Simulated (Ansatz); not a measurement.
The calculation's input:

```
crystal:
  periodic: [false, false, false]
  atoms:
    - {symbol: C, position_ang: [-0.065807, 1.571412, 0.086566]}
    - {symbol: C, position_ang: [0.428965, 0.160085, -0.097709]}
    - {symbol: B, position_ang: [0.635508, -0.838100, 0.978857]}
    - {symbol: Si, position_ang: [-0.282709, -1.774505, -0.388772]}
    - {symbol: H, position_ang: [0.766983, 2.277784, 0.005782]}
    - {symbol: H, position_ang: [-0.799805, 1.847014, -0.675622]}
    - {symbol: H, position_ang: [-0.525220, 1.707063, 1.066167]}
    - {symbol: H, position_ang: [0.859881, 0.001693, -1.093213]}
    - {symbol: H, position_ang: [0.539163, -0.739179, 2.159632]}
    - {symbol: H, position_ang: [0.204486, -2.044556, -1.760726]}
    - {symbol: H, position_ang: [-1.696145, -2.225813, -0.260361]}
basis:
  gaussian: {orbitals: def2-TZVPP}
hamiltonian: {xc: pbe0, dispersion: d4}
output: {orbitals: {seedname: orbitals}}
```

Launched as:

```sh
ansatz run in.yaml --threads 2 --pin off --events-out ev --progress --plain --max-ram 4352MiB
```

Geometry: PBE0-D4/def2-TZVP.

These are results of RKS PBE0-D4/def2-TZVPP (Ansatz), not measurements.

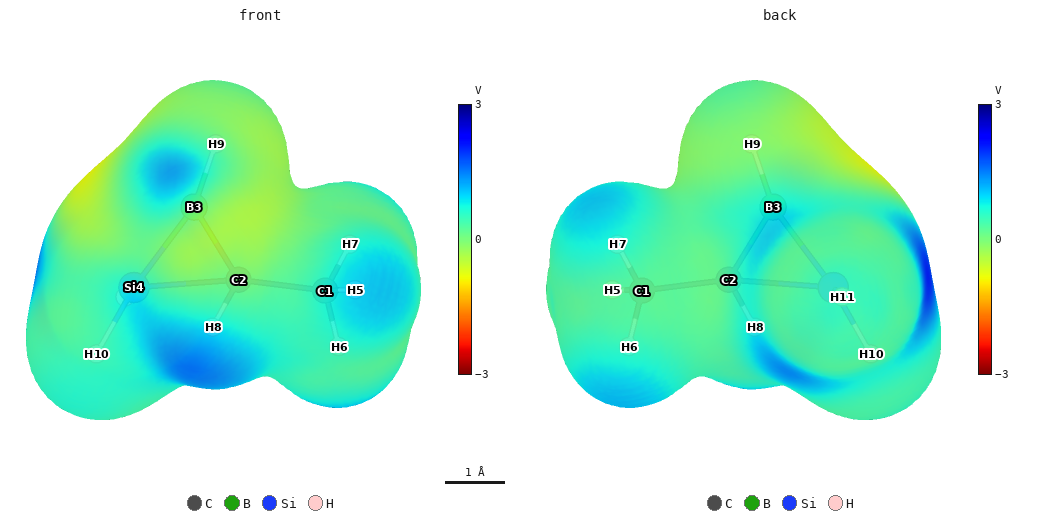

C2H7BSi (SMILES CC1B[SiH2]1). The molecular electrostatic potential painted on the density surface at 0.004 e/bohr³, seen from the front and from behind; the colour scale runs from red (negative) to blue (positive).

Where is the surface potential most negative and most positive?

Answer. The most negative region (about −0.8 V, or −18 kcal/mol for a unit charge) lies over H9, the most positive (about +2.0 V, or +46 kcal/mol for a unit charge) over Si4.
